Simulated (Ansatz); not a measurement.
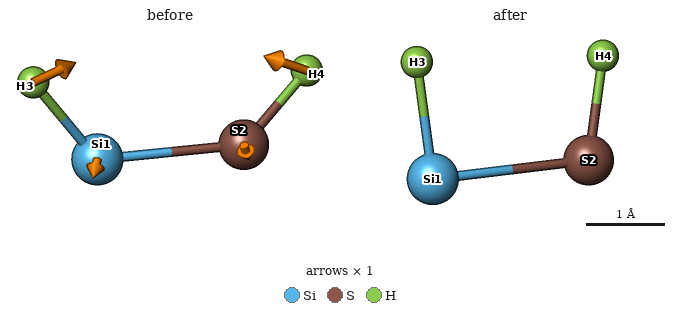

The structure of SiH2S before (left) and after (right) a relaxation, at one scale. The orange arrows give the displacements, at their true length.

Style: ball-and-stick. Shown at a tilt.

It is one of the separated reactants of a reaction.

Theory: Ansatz 0.2.0, RKS PBE-D4/def2-SVP.

The input:
```yaml
crystal:
  periodic: [false, false, false]
  atoms:
    - {symbol: Si, position_ang: [-0.051162, 0.007997, -0.026667]}
    - {symbol: S, position_ang: [1.646955, -0.250190, 0.870626]}
    - {symbol: H, position_ang: [-1.249883, -0.849946, 0.153992]}
    - {symbol: H, position_ang: [2.070490, -0.457997, 2.146179]}
basis:
  gaussian: {orbitals: def2-SVP}
hamiltonian: {xc: pbe, dispersion: d4}
relax: {f_tol: 0.03, max_steps: 250}
```

Run as
```bash
ansatz run in.yaml --threads 2 --pin off --events-out ev --progress --plain --max-ram 4352MiB
```

What changed between the two?

Answer. H4 moves most after the best rigid fit: 0.72 Å. Largest moves by element: H 0.72 Å, S 0.31 Å, Si 0.30 Å. Among the contacts that change: Si1–S2 1.938 → 2.162 Å, Si1–H3 1.485 → 1.549 Å, S2–H4 1.360 → 1.365 Å. Bond angles that change, for instance: Si1–S2–H4 136.7° → 102.3°, S2–Si1–H3 125.0° → 94.2°. Groups turn about Si1–S2 by about 50°. Over 7 geometry steps the energy falls by 33.7 kcal/mol. Largest force component: 3.7 eV/Å at the start, 0.01 eV/Å at the end.
